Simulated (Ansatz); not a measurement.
# Phonon transport in CaO (Lime, Fm-3m), part 2 of 2

How well does the lattice of CaO (Lime) conduct heat?

Experimental results on record:
- thermal conductivity 27 W/m/K near room temperature (given in “Combining the AFLOW GIBBS and Elastic Libraries to efficiently and robustly screen thermo-mechanical properties of solids”, 2017, arXiv:1611.05714)
- thermal conductivity 27 W/m/K near room temperature (given in “Predicting the lattice thermal conductivity of solids by solving the Boltzmann transport equation: AFLOW - AAPL an automated, accurate and efficient framework”, 2017, arXiv:1611.05481)

Ansatz 0.2.0; DFT r2SCAN, scalar-relativistic, plane waves, PAW; PAW set soft_1.

So far. Step 2 (Probe on a coarse mesh): The start is under -1.3 GPa at this level and looks like an insulator or semiconductor on this mesh. Step 4 (Tight relaxation): The residual pressure is -0.0028 GPa, small enough for phonons. The relaxed cell has a = 4.795 Å (conventional setting).

## Step 5: Third-order constants and the Boltzmann equation

The supercell must be wider than twice the pair cutoff, and the number of displaced cells grows with the pairs inside it, which is where the cost lies.

input.yaml reads:

```yaml
crystal:
  lattice:
    - [0.0, 2.3977190601, 2.3977190601]
    - [2.3977190601, 0.0, 2.3977190601]
    - [2.3977190601, 2.3977190601, 0.0]
  atoms:
    - { symbol: Ca, position: [0.0, 0.0, 0.0] }
    - { symbol: O, position: [0.5, 0.5, 0.5] }
kpoints:
  mp_grid: { grid: [12, 12, 12] }
hamiltonian:
  xc: r2scan
  pseudopotentials: { kind: paw, azcp: { folder: soft_1 } }
scf:
  occupations: { method: fixed }
  lower_state_search: "off"
output:
  eigenvalues: true
phonons:
  method: fd
  dielectric: true
  qmesh: [6, 6, 6]
  temperatures: { t_max: 1000, t_step: 50 }
  qpath:
    path:
      - [[0.0, 0.0, 0.0], [0.5, 0.0, 0.5], [0.5, 0.25, 0.75], [0.375, 0.375, 0.75], [0.0, 0.0, 0.0], [0.5, 0.5, 0.5], [0.625, 0.25, 0.625], [0.5, 0.25, 0.75], [0.5, 0.5, 0.5], [0.375, 0.375, 0.75]]
      - [[0.625, 0.25, 0.625], [0.5, 0.0, 0.5]]
    npoints: 10
  third_order: { supercell: [3, 3, 3], pair_cutoff: 4.303 }
  lattice_thermal_conductivity:
    qmesh: [23, 23, 23]
    temperatures: [100.0, 150.0, 200.0, 300.0, 400.0, 500.0, 600.0, 800.0]
    isotope_mass_variance:
      - { species: Ca, variance: 0.0002976 }
      - { species: O, variance: 3.359e-05 }
    solution: relaxation_time
```

Launch:

```console
$ ansatz run input.yaml --threads 18 --pin off --max-ram 92160MiB --backend cuda --events-out ev --progress --plain --runs-dir out --max-vram 78GiB
```

Numbers of over 12 decimals in the logs are rounded to 6 here.

What it wrote:

```text
Warning: phonons.dielectric: true without phonons.rigid_motions: the static dielectric tensor ε⁰ will be withheld (ε∞, Z* and the rows of modes are given); for a crystal or a slab, whose only rigid motions are the translations, set phonons.rigid_motions: translations
[...]
Crystal: 12 atoms, lattice volume = 165.415 Å³
Basis set: ecut = 500 eV, 4233 PW (Γ), FFT grids on a1, a1+a2, 2a1+a3, exchange–correlation on 360×360×360 points (512 copies of the dense FFT grid, shifted against one another)
Bands: 60, of which v1, the nominal top of the filled ones, is band 48 counted from 1 (47 counted from 0)
Symmetry: 24 space group operations
k-points: 94 of 288
[...]
SCF iter   1: F=-14364.563056 eV  HF=-14364.563056 eV  |F-HF|=3.64e-12  |Δ(HF+E_count)|=         —  Δρ=4.87e-8  dr2=3.07e-12  dr2_τ=2.77e-13  ethr=1.00e-12  ⟨swp⟩=3.0  Hψ=14288  notcnv=0
[...]
SCF iter   2: F=-14364.563056 eV  HF=-14364.563056 eV  |F-HF|=3.64e-12  |Δ(HF+E_count)|=    0.00e0  Δρ=2.22e-8  dr2=2.47e-13  dr2_τ=1.31e-13  ethr=1.00e-12  ⟨swp⟩=3.0  Hψ=12523  notcnv=0
SCF 1 converged in 2 iterations: F = -14364.563056 eV  dr2 = 2.47e-13
[...]
SCF iter   2: F=-14364.563056 eV  HF=-14364.563056 eV  |F-HF|=3.64e-12  |Δ(HF+E_count)|=  1.64e-11  Δρ=9.20e-9  dr2=4.62e-14  dr2_τ=8.79e-15  ethr=1.00e-12  ⟨swp⟩=3.0  Hψ=11463  notcnv=0
SCF 2 converged in 2 iterations: F = -14364.563056 eV  dr2 = 4.62e-14
[...]
Crystal: 2 atoms, lattice volume = 27.569 Å³
Basis set: ecut = 500 eV, 725 PW (Γ), exchange–correlation on 100×100×100 points (64 copies of the dense FFT grid, shifted against one another)
Bands: 12, of which v1, the nominal top of the filled ones, is band 8 counted from 1 (7 counted from 0)
Symmetry: 48 space group operations
k-points: 163 of 1728 (irreducible under 8 space group operations, time reversal used)
[...]
SCF iter   1: F=-2394.093882 eV  HF=-2394.093882 eV  |F-HF|=2.23e-11  |Δ(HF+E_count)|=         —  Δρ=6.07e-7  dr2=3.42e-11  dr2_τ=7.30e-12  ethr=1.18e-7  ⟨swp⟩=2.5  Hψ=17764  notcnv=0  defer=285
[...]
SCF 3 converged in 3 iterations: F = -2394.093838 eV  dr2 = 3.94e-12
[...]
symmetry images taken by strict's conditions (phonons.symmetry_images: auto; settled by no image being taken that strict refuses)
  supercell 9 (6 cells, vectors [1, 0, 0], [0, 1, -1], [0, 0, 6] in multiples of the cell's): 2 displaced members by 0.0025 Å; free energy -14364.563056 eV; taken off its force constants: by the sum rule 6.9e-4, by the symmetrisation 2.5e-4 eV/Å²; Γ matrix within 2.0e-4 eV/Å² of supercell 1's
[...]
q = [0.0000, 0.0000, 0.0000] (star 1, supercell 1; hermiticity 9.90e-17, symmetrization 4.64e-6): -0.00 -0.00 -0.00 284.06 284.06 284.06
[...]
joined force constants: q→R imaginary residual 4.18e-19
  density of states and harmonic sums: on the 24×24×24 q-mesh, interpolated from the force constants of a 6×6×6 supercell (with the dipole–dipole term)
  largest difference from the sums on the solved wave vectors: F 3.19e-3 eV, S 4.39e-6 and C_V 1.16e-6 eV/K
  zero-point energy: 0.109757 eV/cell   skipped modes (ω ≤ 0): 3   left out of the sums: 3.62e-5 of the cell's modes: C_V's classical limit lies that fraction below 3 k_B per atom; for a crystal, a wire or a layer, F and S can be off by more, and a phonons.interpolated_qmesh denser along its periods is the remedy for the sampling
--- Third-order force constants: 65 member SCFs in a 3×3×3 supercell (pair cutoff 4.303 Å, amplitude 0.03 Å, SCF threshold 1.00e-9 eV, Σ member SCF iterations 525) ---
[...]
sum-rule residual: 4.986e-1 → 4.082e-15 eV/Å³; symmetrization residual: 8.016e-3 eV/Å³; largest sum-rule correction relative to its orbit: 2.298e-1, on the orbit of the block of home site 0 with site 1 of cell (-2, 0, 0) and site 0 of cell (0, 0, 0), whose norm before the correction was 7.966e-1 eV/Å³
--- Lattice thermal conductivity: 23×23×23 mesh (364 irreducible points), tetrahedron method ---
  three-phonon and isotope scattering only; four-phonon, boundary and, in a metal, phonon-electron scattering are left out
  each conductivity is what the modes' populations carry and what the coherences between them add
  conductivity (a third of the tensor's trace), W/(m K), in the relaxation-time approximation:
       T (K)   relaxation time
      100.00          117.4606
      150.00           64.9032
      200.00           46.2547
      300.00           30.1124
      400.00           22.5556
      500.00           18.1041
      600.00           15.1553
      800.00           11.4803
```

Elapsed: 14 min, on 1 × NVIDIA GB200 with 18 threads of Arm Neoverse V2, shared host; peak memory 3.6 GiB.

This step gave:

| Quantity | Value |
| --- | --- |
| Γ frequencies | 0, 0, 0, 284.1, 284.1, 284.1 cm⁻¹ (negative: imaginary) |
| lowest frequency on the path | 0 cm⁻¹ |
| zero-point energy | 0.1098 eV/cell |
| point group | m-3m |
| highest frequency | 566.2 cm⁻¹ |
| Debye temperature from the second moment | 577 K |
| κ at 300 K (relaxation time) | 30.11 W/m/K |
| dipole term | run |
| mean free path at half of κ | 32.8 nm |
| share of κ above the three lowest branches | 0.084 |
| third-order blocks | 686 |
| periodic aliases dropped | 168 |
| largest relative sum-rule correction | 0.2298 |
| displaced cells, third order | 65 |

LO-TO term included. The phonon branches at the labelled points (cm⁻¹):

```
    point  branch 1  branch 2  branch 3  branch 4  branch 5  branch 6
        Γ         0         0         0       284       284       566
        X       204       204       300       309       309       398
        W       243       269       269       352       352       366
        K       204       274       285       312       372       380
        Γ         0         0         0       284       284       566
        L       183       183       314       314       377       482
        U       204       274       285       312       372       380
        W       243       269       269       352       352       366
        L       183       183       314       314       377       482
        K       204       274       285       312       372       380
jump to U       204       274       285       312       372       380
        X       204       204       300       309       309       398
```

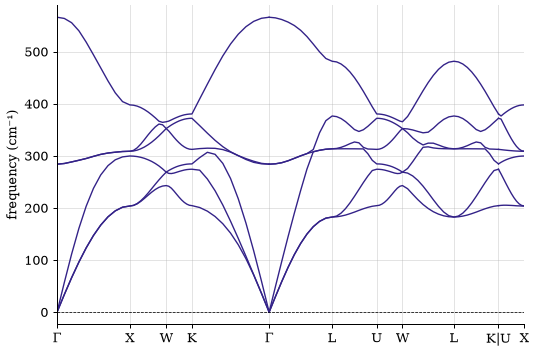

Phonon branches along the path.

Lattice thermal conductivity, RTA xx against temperature:

```
temperature (K)  lattice thermal conductivity, RTA xx (W/m/K)
            100                                           118
            150                                          64.9
            200                                          46.2
            300                                          30.1
            400                                          22.6
            500                                          18.1
            600                                          15.2
            800                                          11.5
```

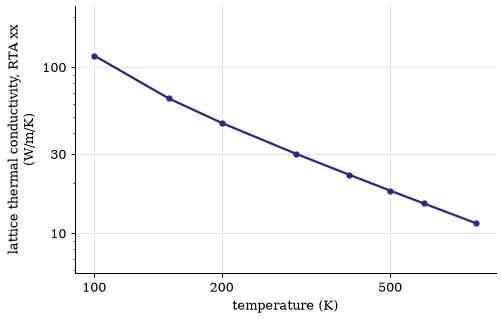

Lattice thermal conductivity, RTA xx, plotted against temperature.

The modes has structure finer than the step of the table below, so its rows give means over 50 cm⁻¹, whole bins alone (the curve runs from -10 to 592 cm⁻¹). Peaks (cm⁻¹: height): Ca 198.3: 0.0266, 296.7: 0.0229; O 311.9: 0.0656.

Phonopy on the run's constants, 21x21x21 mesh, Gaussian sigma 4.3 cm⁻¹. The modes by wavenumber; means over each step; values in 1/cm⁻¹/cell:

```csv
wavenumber (cm⁻¹),Ca,O
50,3.8e-4,1.4e-4
100,0.00183,5.2e-4
150,0.00713,0.00110
200,0.0214,0.00134
250,0.00973,7.2e-4
300,0.0141,0.0278
350,0.00302,0.0109
400,3.0e-4,0.00508
450,6.0e-4,0.00632
500,9.8e-4,0.00447
550,5.5e-4,0.00156
```

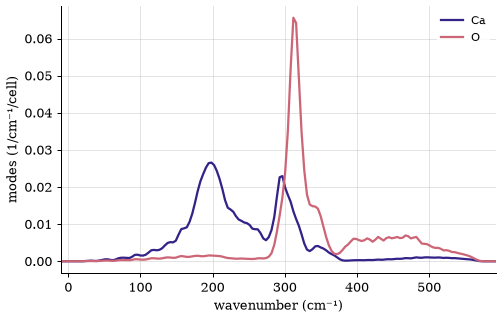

Modes, plotted against wavenumber.

Distinct triplets, nearest first. Third order norms, by row:

| sites | side 1 (Å) | side 2 (Å) | side 3 (Å) | norm of the 27 components (eV/Å³) |
| --- | --- | --- | --- | --- |
| Ca-Ca-Ca | 0 | 0 | 0 | 0 |
| O-O-O | 0 | 0 | 0 | 0 |
| Ca-O-O | 0 | 2.4 | 2.4 | 13.41 |
| Ca-O-Ca | 0 | 2.4 | 2.4 | 14.41 |
| Ca-O-O | 2.4 | 2.4 | 3.39 | 0.617 |
| Ca-O-Ca | 2.4 | 2.4 | 3.39 | 0.426 |
| Ca-Ca-Ca | 0 | 3.39 | 3.39 | 3.332 |
| Ca-Ca-Ca | 3.39 | 3.39 | 3.39 | 0.129 |
| O-O-O | 0 | 3.39 | 3.39 | 1.459 |
| O-O-O | 3.39 | 3.39 | 3.39 | 0.176 |
| Ca-O-O | 2.4 | 3.39 | 4.15 | 0.208 |
| Ca-O-Ca | 2.4 | 3.39 | 4.15 | 0.183 |
| Ca-O-O | 0 | 4.15 | 4.15 | 0.676 |
| Ca-O-Ca | 0 | 4.15 | 4.15 | 0.834 |

Born charge (rows field, columns displacement) (e), principal values of the symmetric part by kind of site:

```csv
atom,atoms with these values,low,middle,high,mean
Ca1,1,2.33,2.33,2.33,2.33
O2,1,-2.33,-2.33,-2.33,-2.33
```

In full for Ca1:

```
2.33 0.00 0.00
0.00 2.33 0.00
0.00 0.00 2.33
```

RTA, 300 K. Kappa by branch, by row:

```csv
branch (by rank),mean frequency (THz),mean rms speed (km/s),median lifetime (ps),share of kappa
1,5.44,2.06,2.89,0.208
2,6.12,3.13,4,0.384
3,8.5,2.5,2.72,0.323
4,9.39,0.99,1.84,0.012
5,9.86,1.77,2.04,0.047
6,13.77,3.19,0.413,0.026
```

The spectral kappa at 300 K, relaxation time (W/m/K/THz) by frequency; read off at these points:

```csv
frequency (THz),"spectral kappa at 300 K, relaxation time (W/m/K/THz)"
0.25,0
1.25,7.14
2.25,2.54
3.25,2.38
4.25,2.56
5.25,3.57
6.25,4.00
7.25,3.02
8.25,2.48
8.75,1.96
9.75,1.14
10.75,0.544
11.75,0.306
12.75,0.250
13.75,0.111
14.75,0.0340
15.75,0.0216
16.75,0.00395
```

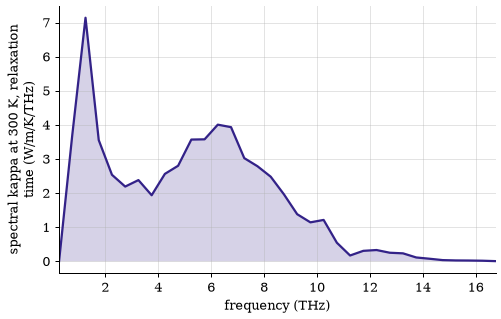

Spectral kappa at 300 K, relaxation time (W/m/K/THz), plotted against frequency.

Relaxation-time solution. The share of κ carried by shorter paths by mean free path:

```csv
mean free path (nm),100 K,300 K,800 K
0.316,0,0,0.004
0.681,0,0.002,0.014
1,0,0.003,0.028
2.15,0,0.014,0.1
4.64,0,0.054,0.237
6.81,0.001,0.102,0.336
14.7,0.009,0.243,0.599
31.6,0.027,0.49,0.745
46.4,0.066,0.602,0.771
100,0.207,0.721,0.823
147,0.281,0.745,0.846
316,0.419,0.803,0.882
681,0.502,0.869,0.984
1000,0.553,0.869,1
2150,0.651,1,1
4640,0.781,1,1
6810,0.812,1,1
14700,1,1,1
```

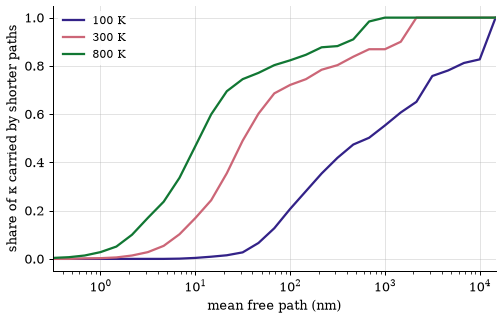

Share of κ carried by shorter paths, plotted against mean free path.

300 K; a sample spread over frequency. Mode lifetimes, by row, the first 40 of 90 rows:

| q1 | q2 | q3 | branch | frequency (THz) | rms speed (km/s) | three-phonon rate (1/ps) | isotope rate (1/ps) | lifetime (ps) | mean free path (nm) |
| --- | --- | --- | --- | --- | --- | --- | --- | --- | --- |
| 0 | 0 | 0.0435 | 1 | 0.777 | 4.91 | 0.0183 | 7.11e-7 | 54.7 | 269 |
| 0 | 0 | 0.1304 | 2 | 2.263 | 4.48 | 0.119 | 1.07e-4 | 8.43 | 37.7 |
| 0 | 0.087 | -0.1304 | 2 | 3.12 | 4.66 | 0.0646 | 4.58e-4 | 15.4 | 71.7 |
| 0 | 0.0435 | 0.1304 | 3 | 3.558 | 7.66 | 0.236 | 8.30e-4 | 4.22 | 32.3 |
| 0.0435 | 0.1739 | -0.1304 | 1 | 3.964 | 3.33 | 0.576 | 0.00173 | 1.73 | 5.77 |
| 0.0435 | 0.1739 | -0.1304 | 2 | 4.317 | 4.52 | 0.0753 | 0.0026 | 12.8 | 58 |
| 0 | 0 | 0.3043 | 1 | 4.535 | 2.62 | 0.456 | 0.00396 | 2.17 | 5.7 |
| 0.0435 | 0.2174 | 0.3478 | 1 | 4.794 | 2.89 | 0.214 | 0.00538 | 4.56 | 13.2 |
| 0.087 | 0.2174 | 0.3478 | 2 | 4.95 | 3.94 | 0.106 | 0.00661 | 8.86 | 34.9 |
| 0.087 | 0.2609 | 0.3913 | 1 | 5.12 | 2.78 | 0.307 | 0.0092 | 3.16 | 8.79 |
| 0 | 0.0435 | -0.3913 | 1 | 5.26 | 1.31 | 0.522 | 0.0128 | 1.87 | 2.45 |
| 0 | 0 | 0.4348 | 1 | 5.369 | 0.9 | 0.505 | 0.0161 | 1.92 | 1.73 |
| 0 | 0.087 | -0.3478 | 2 | 5.447 | 2.7 | 0.384 | 0.019 | 2.48 | 6.7 |
| 0.0435 | 0.087 | -0.4783 | 1 | 5.518 | 0.54 | 0.521 | 0.0249 | 1.83 | 0.984 |
| 0 | 0.1304 | -0.4348 | 1 | 5.604 | 0.73 | 0.528 | 0.0254 | 1.81 | 1.33 |
| 0.0435 | 0.2174 | -0.3478 | 1 | 5.695 | 1.3 | 0.503 | 0.0265 | 1.89 | 2.46 |
| 0.0435 | 0.1739 | 0.4348 | 2 | 5.773 | 3.04 | 0.379 | 0.0263 | 2.47 | 7.51 |
| 0.087 | 0.2609 | -0.4783 | 1 | 5.847 | 1.74 | 0.321 | 0.0274 | 2.87 | 5 |
| 0.1304 | 0.2609 | 0.4348 | 2 | 5.934 | 3.72 | 0.108 | 0.0267 | 7.41 | 27.6 |
| 0 | 0.4348 | 0.4348 | 2 | 5.991 | 0.87 | 0.0681 | 0.027 | 10.5 | 9.14 |
| 0 | 0.4348 | 0.4783 | 1 | 6.062 | 0.58 | 0.0755 | 0.029 | 9.58 | 5.53 |
| 0.087 | 0.3043 | -0.3913 | 1 | 6.133 | 1.59 | 0.332 | 0.0368 | 2.71 | 4.3 |
| 0.0435 | 0.3913 | -0.3913 | 1 | 6.21 | 1.11 | 0.218 | 0.0292 | 4.04 | 4.47 |
| 0.087 | 0.3913 | -0.4348 | 1 | 6.33 | 2.14 | 0.173 | 0.0244 | 5.06 | 10.8 |
| 0 | 0.1739 | -0.3478 | 2 | 6.425 | 3.45 | 0.285 | 0.0233 | 3.25 | 11.2 |
| 0.1304 | 0.3913 | -0.3478 | 1 | 6.567 | 2.3 | 0.266 | 0.0215 | 3.47 | 7.98 |
| 0.0435 | 0.3913 | -0.4783 | 2 | 6.709 | 3.32 | 0.105 | 0.0192 | 8.04 | 26.7 |
| 0.1304 | 0.2609 | -0.4348 | 2 | 6.847 | 2.83 | 0.297 | 0.0196 | 3.15 | 8.93 |
| 0.087 | 0.2609 | -0.3913 | 2 | 7.02 | 2.85 | 0.341 | 0.019 | 2.78 | 7.93 |
| 0.0435 | 0.2609 | -0.3913 | 2 | 7.235 | 3.16 | 0.333 | 0.0176 | 2.85 | 8.99 |
| 0 | 0.1739 | 0.3043 | 3 | 7.379 | 4.66 | 0.232 | 0.0136 | 4.06 | 18.9 |
| 0.1304 | 0.3478 | -0.3478 | 2 | 7.633 | 2.4 | 0.302 | 0.0182 | 3.12 | 7.5 |
| 0 | 0.3913 | -0.3913 | 2 | 7.866 | 3.87 | 0.216 | 0.0168 | 4.29 | 16.6 |
| 0 | 0.1739 | 0.3478 | 3 | 8.073 | 4.46 | 0.157 | 0.00977 | 6.01 | 26.8 |
| 0.087 | 0.2609 | -0.1739 | 3 | 8.398 | 3.25 | 0.173 | 0.0118 | 5.42 | 17.6 |
| 0.0435 | 0.1739 | 0.3913 | 3 | 8.559 | 4.73 | 0.168 | 0.0201 | 5.32 | 25.1 |
| 0 | 0.0435 | -0.087 | 5 | 8.647 | 0.61 | 0.831 | 0.0111 | 1.19 | 0.726 |
| 0.1304 | 0.4348 | -0.3913 | 3 | 8.715 | 0.87 | 0.525 | 0.0452 | 1.75 | 1.52 |
| 0 | 0.1739 | 0.3913 | 3 | 8.763 | 4.34 | 0.195 | 0.0505 | 4.08 | 17.7 |
| 0.1304 | 0.3913 | -0.4348 | 3 | 8.812 | 0.57 | 0.472 | 0.0828 | 1.8 | 1.03 |

Without the LO-TO term. Gamma linewidths, by row:

```csv
branch,frequency (cm⁻¹),three-phonon rate (1/ps),isotope rate (1/ps),FWHM (cm⁻¹)
4,284.1,0.82,0.00575,4.38
5,284.1,0.82,0.00575,4.38
6,284.1,0.82,0.00575,4.38
```

W/m/K, third of the trace; RTA populations with a boundary rate v/L added to each mode (Matthiessen's rule). Kappa by grain size, by row:

| T (K) | bulk | 10 nm | 30 nm | 100 nm | 300 nm | 1000 nm | 10000 nm | 100000 nm |
| --- | --- | --- | --- | --- | --- | --- | --- | --- |
| 100 | 117.4 | 6.064 | 14.03 | 28.84 | 45.93 | 65.18 | 97.71 | 114.1 |
| 300 | 29.99 | 8.008 | 13.32 | 18.95 | 22.9 | 26.02 | 29.25 | 29.91 |
| 600 | 14.96 | 5.996 | 8.727 | 11.12 | 12.65 | 13.82 | 14.79 | 14.94 |

W/m/K, third of the trace; RTA populations with the isotope rates scaled. Kappa by mass disorder, by row:

| T (K) | no isotopes | as typed | variance x 3 | variance x 10 | variance x 30 |
| --- | --- | --- | --- | --- | --- |
| 100 | 140.2 | 117.4 | 100.5 | 79.73 | 59.34 |
| 300 | 31.78 | 29.99 | 27.46 | 22.77 | 17.76 |
| 600 | 15.4 | 14.96 | 14.24 | 12.55 | 10.24 |

At 300 K the relaxation-time value is 30.1 W/(m K).

## Step 6: Summary of results

```json
{
  "highest frequency": "566.2 cm⁻¹",
  "Debye temperature from the second moment": "577 K",
  "κ at 300 K (relaxation time)": "30.11 W/m/K",
  "mean free path at half of κ": "32.8 nm",
  "share of κ above the three lowest branches": "0.084"
}
```

In words: The lattice of CaO (Lime) conducts 30.1 W/(m K) at 300 K by r2SCAN (mean over directions, relaxation-time solution). Above 300 K the relaxation-time κ falls as T^-0.98, near the 1/T law of three-phonon scattering. Grains of 100 nm would keep 63 % of the bulk value at 300 K, and grains of 1 µm 87 %. Removing the natural isotope disorder raises κ at 300 K by 6 %. A measured thermal conductivity near room temperature is 27 W/m/K (arXiv:1611.05714); the calculated 30.1 W/m/K differs by +12 %. Four-phonon, defect and boundary scattering, which are left out, would lower the calculated value; thermal expansion is left out too. The last run computed the relaxation-time solution alone; it counts normal processes as resistive, so the full solution usually lies higher, most of all in good conductors. The sum rules changed one orbit of cubic constants by up to 23 %; by the manual a large change points to a short cutoff or, on a small and distant orbit, to noisy forces. The conductivities include the coherence part between close branches; the shares for grains, isotopes, branches and paths are of the relaxation-time populations alone. Cubic couplings among atoms farther apart than the pair cutoff are dropped, and neither the cutoff nor the q-mesh was shown to be converged here. The PAW files were made for PBE and are used here under another functional, for which the program regenerates the frozen cores.

[Logs are printed without paths, hosts, clocks, repeated set-up lines and the standing remarks that a program may print on its own settings, such as how far it seeks lower states.]

[Hosts, paths, dates, database ids (printed as entryN), source tags and the programs' standing remarks are cut or masked in the printed files.]

[A step with changed settings may run another functional than the one named; its input shows which.]
